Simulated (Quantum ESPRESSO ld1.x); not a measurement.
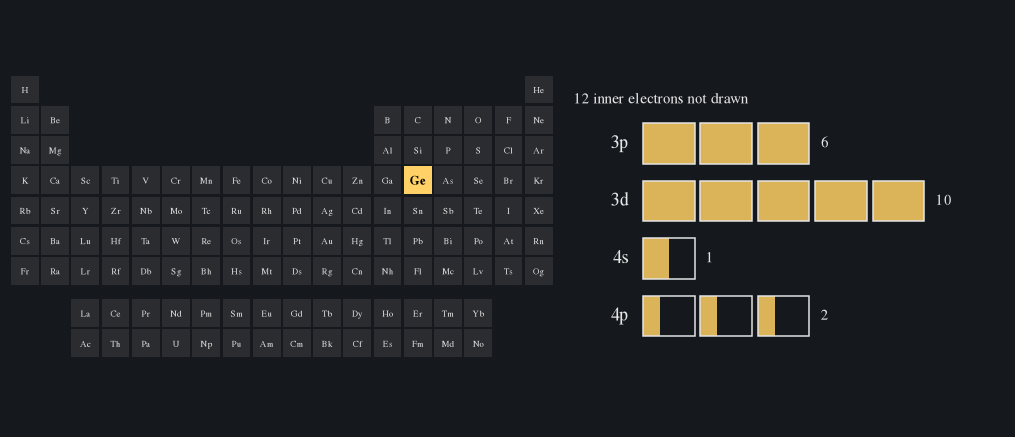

Left, the place of germanium in the periodic table; right, the outer shells as the input fills them: a box for each of the 2l + 1 orbitals, shaded by the share of the shell that is filled, with the electron count at the right.

# Ge⁺: atomic calculation

System: the Ge⁺ ion in the configuration [Ar] 3d10 4s1 4p2 (open shells shared over both j by 2j + 1).
Method: Dirac Kohn-Sham, relativistic LDA (MacDonald-Vosko exchange, VWN5 correlation), spin-unpolarised, spherical densities, point nucleus (Quantum ESPRESSO ld1.x 7.5).

## Results in brief

| quantity | value |
| --- | --- |
| outcome | converged |
| total energy | −2093.4555 hartree |
| kinetic energy | 2133.1660 hartree |
| electron–nucleus energy | −5041.8336 hartree |
| Hartree energy | 889.503189 hartree |
| exchange–correlation energy | −74.291107 hartree |
| radius at density 0.001 e/bohr³ | 4.08 bohr |
| SCF iterations | 22 |
| hardware | 1 CPU thread, shared host |
| wall time | 0.64 s |

## Input
```
 &input
    zed=32.0,
    iswitch=1,
    rel=2,
    dft='RXC-VWN',
    config='[Ar] 3d10 4s1 4p2',
    rel_dist='average',
    verbosity='high',
    lsmall=.true.,
    prefix='ld1',
    max_out_wfc=37,
    file_charge='ld1.rho',
 /
```

## Output
```
     Program LD1 v.7.5 starts

     --------------------------- All-electron run ----------------------------

     dirac relativistic calculation

     atomic number is 32.00
     dft =RXC-VWN   lsd =0 sic =0 latt =0  beta=0.20 tr2=1.0E-14
     Exchange-correlation= RXC-VWN
                           (   3   2   0   0   0   0   0)
     mesh =2009 r(mesh) =  99.31177 a.u. xmin = -8.00 dx = 0.00800
     1 Ry =  13.60569312 eV, c = 137.03599908

     n l j   nl                  e(Ry)          e(Ha)          e(eV)
     Spin orbit split results
     1 0 0.5 1S 1( 2.00)    -802.164927117    -401.082463559 -10914.0098324
     2 0 0.5 2S 1( 2.00)    -101.168588142     -50.584294071  -1376.4687639
     2 1 0.5 2P 1( 2.00)     -90.255436406     -45.127718203  -1227.9877704
     2 1 1.5 2P 1( 4.00)     -87.928982827     -43.964491414  -1196.3347570
     3 0 0.5 3S 1( 2.00)     -13.091394109      -6.545697055   -178.1174908
     3 1 0.5 3P 1( 2.00)      -9.476330198      -4.738165099   -128.9320406
     3 1 1.5 3P 1( 4.00)      -9.162382740      -4.581191370   -124.6605678
     3 2 1.5 3D 1( 4.00)      -2.992445570      -1.496222785    -40.7142961
     3 2 2.5 3D 1( 6.00)      -2.949195033      -1.474597517    -40.1258426
     4 0 0.5 4S 1( 1.00)      -1.550300166      -0.775150083    -21.0929083
     4 1 0.5 4P 1( 0.67)      -0.912736344      -0.456368172    -12.4184106
     4 1 1.5 4P 1( 1.33)      -0.893092849      -0.446546424    -12.1511472
     Averaged results
     1 0     1S 1( 2.00)    -802.164927117    -401.082463559 -10914.0098324
     2 0     2S 1( 2.00)    -101.168588142     -50.584294071  -1376.4687639
     2 1     2P 1( 6.00)     -88.704467353     -44.352233677  -1206.8857614
     3 0     3S 1( 2.00)     -13.091394109      -6.545697055   -178.1174908
     3 1     3P 1( 6.00)      -9.267031893      -4.633515946   -126.0843921
     3 2     3D 1(10.00)      -2.966495248      -1.483247624    -40.3612240
     4 0     4S 1( 1.00)      -1.550300166      -0.775150083    -21.0929083
     4 1     4P 1( 2.00)      -0.899640680      -0.449820340    -12.2402350

     final scf error:  3.6E-15 reached in  22 iterations

     Etot =   -4186.911058 Ry,   -2093.455529 Ha,  -56965.826988 eV

     Ekin =    4266.332024 Ry,    2133.166012 Ha,   58046.404275 eV
     Encl =  -10083.667245 Ry,   -5041.833622 Ha, -137195.282084 eV
     Eh   =    1779.006378 Ry,     889.503189 Ha,   24204.614845 eV
     Exc  =    -148.582215 Ry,     -74.291108 Ha,   -2021.564024 eV

     normalization and overlap integrals

     s(1S/1S) =  1.000000  <r> =   0.0472  <r2> =    0.0030  r(max) =   0.0308
     LC norm =  0.98669070 + SC norm =  0.01330930 =  1.00000000
     s(1S/2S) =  0.000000
     s(1S/3S) = -0.000000
     s(1S/4S) =  0.000000
     s(2S/2S) =  1.000000  <r> =   0.2104  <r2> =    0.0523  r(max) =   0.1773
     LC norm =  0.99742026 + SC norm =  0.00257974 =  1.00000000
     s(2S/3S) =  0.000000
     s(2S/4S) = -0.000000
     s(2P/2P) =  1.000000  <r> =   0.1816  <r2> =    0.0405  r(max) =   0.1395
     LC norm =  0.99742405 + SC norm =  0.00257595 =  1.00000000
     s(2P/3P) =  0.000000
     s(2P/4P) = -0.000000
     s(2P/2P) =  1.000000  <r> =   0.1852  <r2> =    0.0420  r(max) =   0.1417
     LC norm =  0.99747546 + SC norm =  0.00252454 =  1.00000000
     s(2P/3P) =  0.000000
     s(2P/4P) = -0.000000
     s(3S/3S) =  1.000000  <r> =   0.6261  <r2> =    0.4525  r(max) =   0.5435
     LC norm =  0.99940685 + SC norm =  0.00059315 =  1.00000000
     s(3S/4S) =  0.000000
     s(3P/3P) =  1.000000  <r> =   0.6408  <r2> =    0.4839  r(max) =   0.5392
     LC norm =  0.99945538 + SC norm =  0.00054462 =  1.00000000
     s(3P/4P) =  0.000000
     s(3P/3P) =  1.000000  <r> =   0.6516  <r2> =    0.5003  r(max) =   0.5479
     LC norm =  0.99946958 + SC norm =  0.00053042 =  1.00000000
     s(3P/4P) = -0.000000
     s(3D/3D) =  1.000000  <r> =   0.7300  <r2> =    0.6819  r(max) =   0.5017
     LC norm =  0.99959823 + SC norm =  0.00040177 =  1.00000000
     s(3D/3D) =  1.000000  <r> =   0.7352  <r2> =    0.6918  r(max) =   0.5017
     LC norm =  0.99960235 + SC norm =  0.00039765 =  1.00000000
     s(4S/4S) =  1.000000  <r> =   2.0001  <r2> =    4.5808  r(max) =   1.6926
     LC norm =  0.99992533 + SC norm =  0.00007467 =  1.00000000
     s(4P/4P) =  1.000000  <r> =   2.4597  <r2> =    7.0101  r(max) =   2.0183
     LC norm =  0.99995046 + SC norm =  0.00004954 =  1.00000000
     s(4P/4P) =  1.000000  <r> =   2.4972  <r2> =    7.2220  r(max) =   2.0509
     LC norm =  0.99995177 + SC norm =  0.00004823 =  1.00000000

     LC charge = 30.94440965 + SC charge =  0.05559035 = 31.00000000

     ------------------------ End of All-electron run ------------------------
```

## Orbitals

| orbital | occupation | energy (eV) | ⟨r⟩ (bohr) | outer maximum (bohr) |
| --- | --- | --- | --- | --- |
| 1s | 2 | −10914.0 | 0.04715 | 0.0308 |
| 2s | 2 | −1376.5 | 0.2104 | 0.177 |
| 2p1/2 | 2 | −1228.0 | 0.1816 | 0.140 |
| 2p3/2 | 4 | −1196.3 | 0.1852 | 0.142 |
| 3s | 2 | −178.117 | 0.6261 | 0.543 |
| 3p1/2 | 2 | −128.932 | 0.6408 | 0.539 |
| 3p3/2 | 4 | −124.661 | 0.6516 | 0.548 |
| 3d3/2 | 4 | −40.714 | 0.7300 | 0.502 |
| 3d5/2 | 6 | −40.126 | 0.7352 | 0.502 |
| 4s | 1 | −21.093 | 2.000 | 1.69 |
| 4p1/2 | 0.667 | −12.418 | 2.460 | 2.02 |
| 4p3/2 | 1.333 | −12.151 | 2.497 | 2.05 |

## Slater integrals of the outer shells (hartree)

| integral | value |
| --- | --- |
| F0(4p3/2,4p3/2) | 0.3619 |
| F2(4p3/2,4p3/2) | 0.1884 |
| F0(4p3/2,4p1/2) | 0.3646 |
| F2(4p3/2,4p1/2) | 0.1897 |
| G0(4p3/2,4p1/2) | 0.3644 |
| G2(4p3/2,4p1/2) | 0.1896 |
| F0(4p3/2,4s1/2) | 0.3985 |
| G1(4p3/2,4s1/2) | 0.2575 |
| F0(4p3/2,3d5/2) | 0.4728 |
| F2(4p3/2,3d5/2) | 0.0926 |
| G1(4p3/2,3d5/2) | 0.0347 |
| G3(4p3/2,3d5/2) | 0.0299 |
| F0(4p1/2,4p1/2) | 0.3675 |
| F2(4p1/2,4p1/2) | 0.1911 |

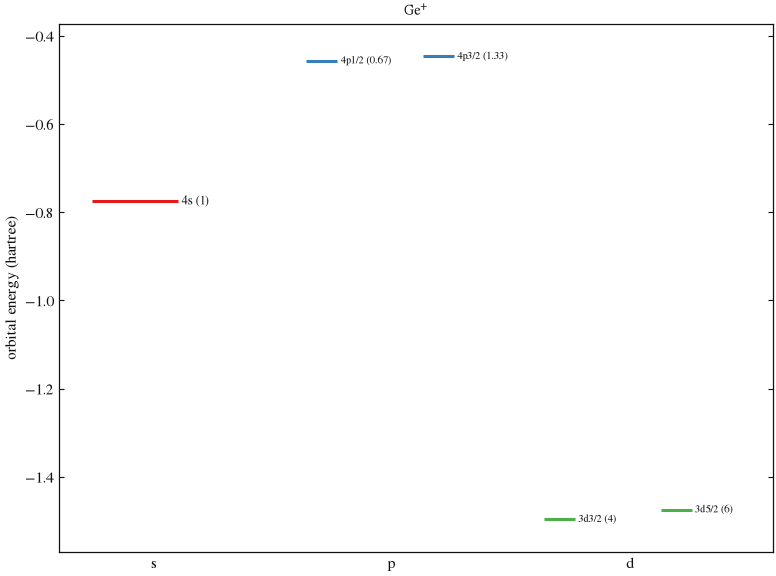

The outer levels are drawn by angular momentum (occupations in brackets, the lower j at the left of each column). The highest occupied level is 4p3/2 at −0.447 hartree. From the top down the occupied levels run 4p3/2 (−0.447 hartree), 4p1/2 (−0.456 hartree), 4s (−0.775 hartree), 3d5/2 (−1.47 hartree), 3d3/2 (−1.50 hartree). Spin-orbit splittings: 4p 0.00982 hartree, 3d 0.0216 hartree.

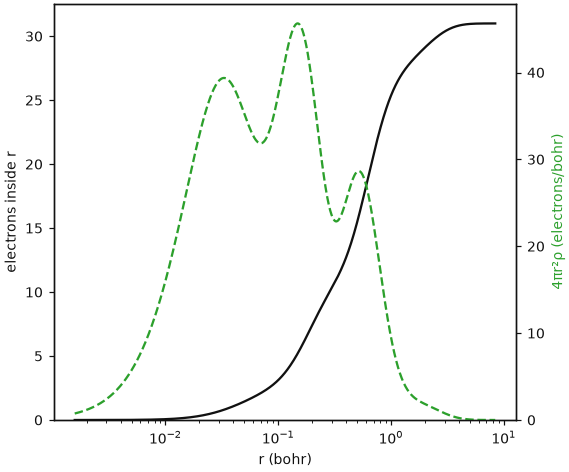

The number of electrons inside radius r (solid) and the radial density 4πr²ρ (dashed). The count levels off at 31 electrons. Half of them lie within 0.502 bohr, 90 % within 1.47 bohr and 99 % within 3.54 bohr. The radial density has minima at 0.0695 and 0.326 bohr, where the count stands at 2.1 and 11.0; these part the shells that the density resolves.

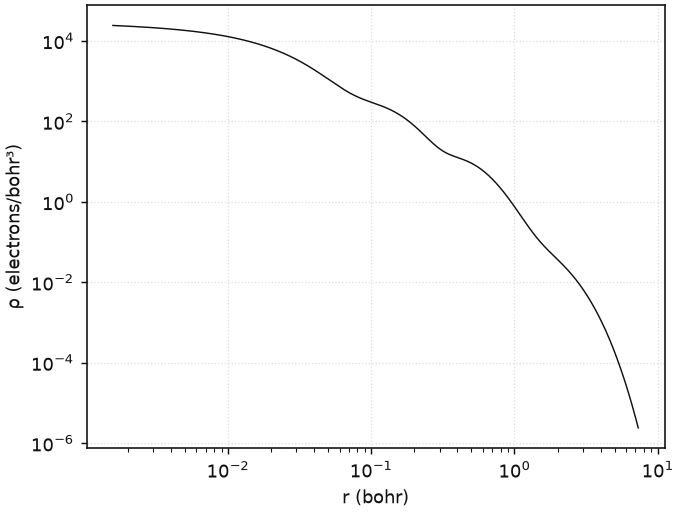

The electron density ρ(r) on a logarithmic scale. The density falls from 24000 electrons/bohr³ at the inner end (r = 0.0016 bohr) to 0.001 at r = 4.08 bohr, a common measure of the size of an atom or ion. The steps in the slope mark the shells; the radial density has its minima at 0.070 and 0.33 bohr.

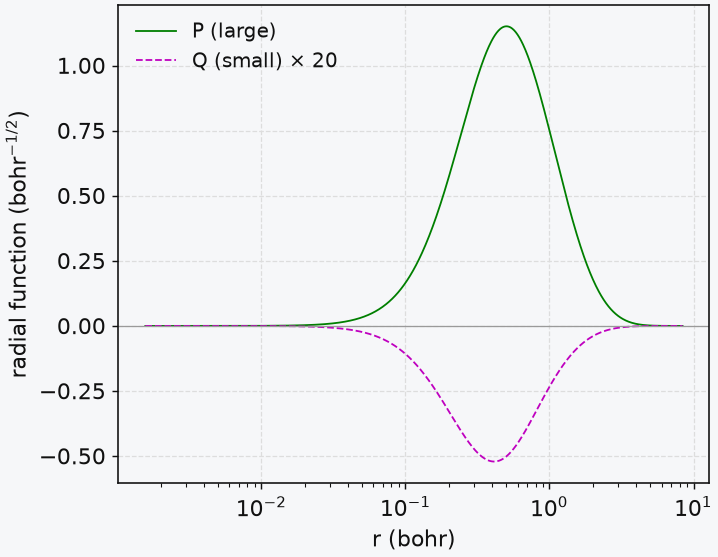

The large and small radial components of one occupied spinor. It is 3d5/2. The spinor has κ = −3: the large component has l = 2 and 0 radial nodes, the small one has l = 3. The small component carries 0.040 % of the norm; ⟨r⟩ = 0.735 bohr and the eigenvalue is −40.1 eV. The nodes of P give n − l − 1 and its extent picks the shell; Q has as many nodes as P for κ < 0 and one more for κ > 0.
